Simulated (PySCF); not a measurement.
C4H4N2O, SMILES `C=Cc1nnco1`.

Method: ωB97X/6-311G**; geometry: GFN2-xTB; program: PySCF. No frequency check shows the geometry to be a minimum. Without diffuse functions Rydberg states are missing, so the states' numbers hold for this basis only.

Geometry (Å), atoms numbered from 1:

```
C1       2.5279    0.3876    0.0000
C2       1.5978   -0.5599    0.0000
C3       0.1854   -0.2799    0.0000
N4      -0.7772   -1.1548    0.0000
N5      -1.9354   -0.4757    0.0000
C6      -1.6316    0.7771    0.0000
O7      -0.3075    0.9863    0.0000
H8       3.5760    0.1464    0.0000
H9       2.2668    1.4330    0.0000
H10      1.8345   -1.6126    0.0000
H11     -2.3066    1.6072    0.0000
```

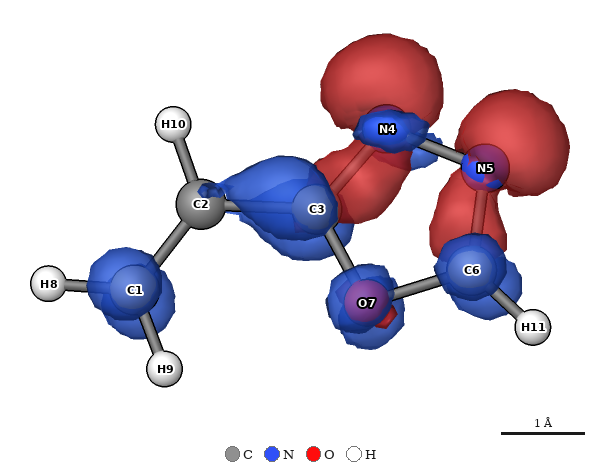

Unrelaxed difference density of S₁ less the ground state (TDA singlet states), ±0.05 e/Å³; blue: gain, red: loss.

Question: How does the charge move on excitation?

Answer: 0.80 e is displaced in all, of which about 0.6 e passes between atoms: N4 (0.30 e) and N5 (0.29 e) lose electrons and C1 (0.14 e) and C3 (0.13 e) gain them. The state: 5.63 eV (220 nm), f = 0.001 (very weak), n → π*; the leading pair carries 99 %; hole on N4 (46 %), N5 (34 %) and C3 (8 %), electron on C3 (21 %), N4 (16 %) and C1 and C6 (15 % each); their centroids lie 1.7 Å apart.
